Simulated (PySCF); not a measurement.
C$_{6}$H$_{11}$FOSi

Input

```
{"job": {"kind": "nmr", "xc": "PBE0", "basis": "pcSseg-1"}, "charge": 0, "multiplicity": 1}
C      0.144709    -2.510775    -0.724926
C     -0.064590    -1.232238    -0.908256
C     -0.936660    -0.058994    -0.758186
C     -1.392746     0.404405     0.608870
C     -1.750765     1.886730     0.589732
C      0.515569     0.082285    -1.203184
O      1.472710     0.653077    -0.375515
Si     2.441897     0.069905     0.765925
F      3.475905    -0.990686     0.132460
H      1.106121    -2.958425    -0.919165
H     -0.637930    -3.170624    -0.385447
H     -1.671939     0.114667    -1.538270
H     -2.262795    -0.184242     0.912397
H     -0.599720     0.232045     1.338321
H     -2.559201     2.076932    -0.112743
H     -0.888908     2.476869     0.289298
H     -2.068019     2.211307     1.577461
H      0.696129     0.359661    -2.238103
H      3.175856     1.257992     1.134142
H      1.799230    -0.709213     1.812155
```

Run with:

```sh
OMP_NUM_THREADS=1 python probes_run.py task.json out
```

Geometry: GFN2-xTB.

Computed with PBE0/pcSseg-1, SCF density, gas phase, non-relativistic (PySCF).

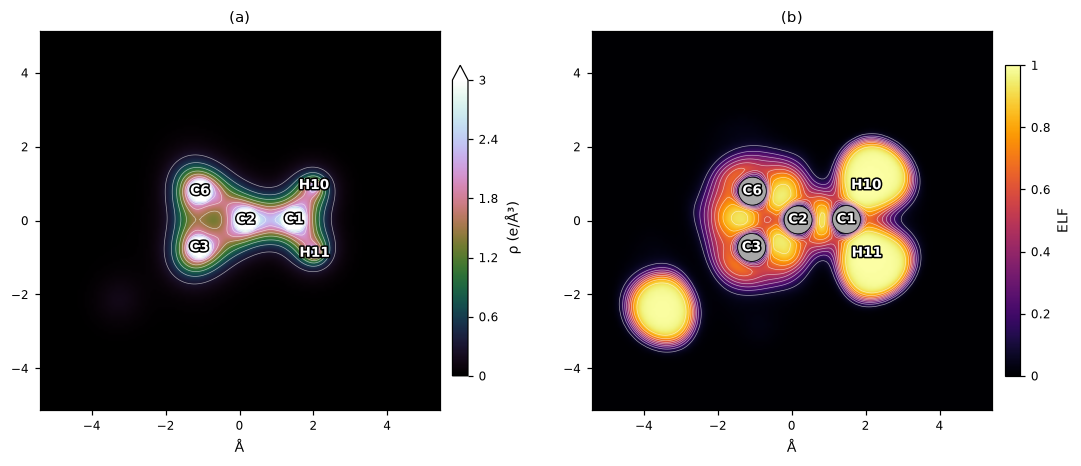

Figure 1. (a) electron density; (b) ELF on the plane of atoms C2, C1 and H11. Grey discs cover the atomic cores in the ELF map.

Interpret the plot.

- The plane passes through C and H nuclei.
- C–C (1.31 Å): ρ at the midpoint is about 2.3 e/Å³; the ELF peaks at about 0.90 between the atoms (a multiple bond).
- C–H (1.08 Å): ρ at the midpoint is about 2 e/Å³; the ELF climbs to about 1 towards the hydrogen, as it does in any bond to H; an ordinary covalent bond to hydrogen.
- C–C (1.47 Å): ρ at the midpoint is about 1.7 e/Å³; the ELF peaks at about 0.90 between the atoms; localised, covalent bonding.
- C–C (1.53 Å): ρ is about 1.6 e/Å³ halfway; the ELF peaks at about 0.85 between the atoms; a covalent bond.

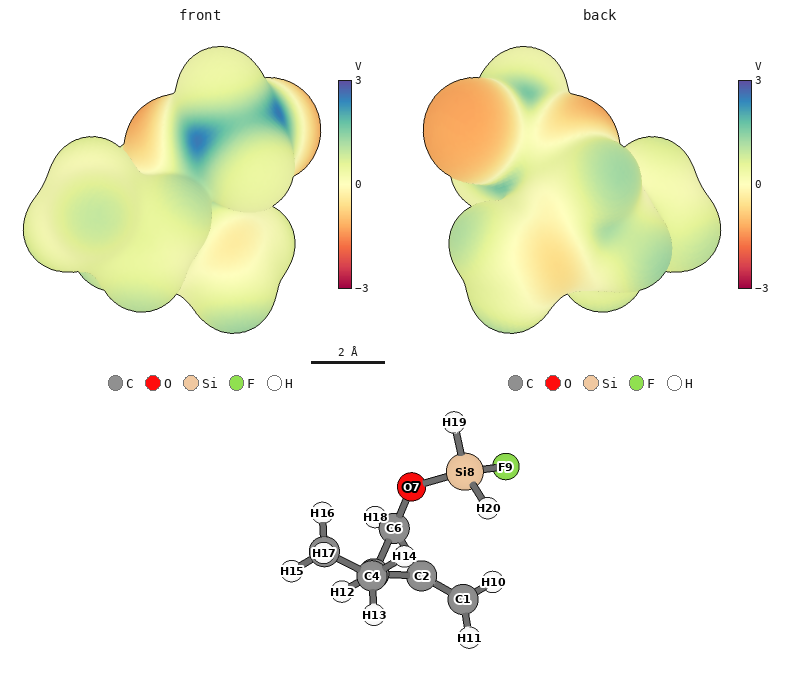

Figure 2. The molecular electrostatic potential painted on the density surface at 0.004 e/bohr³, seen from the front and from behind; the colour scale runs from red (negative) to blue (positive). The bare structure is drawn below in the same view.

Describe the electrostatic potential map.

The most negative region (about −1.3 V) lies over O7 and F9, the most positive (about +2.3 V) over Si8.
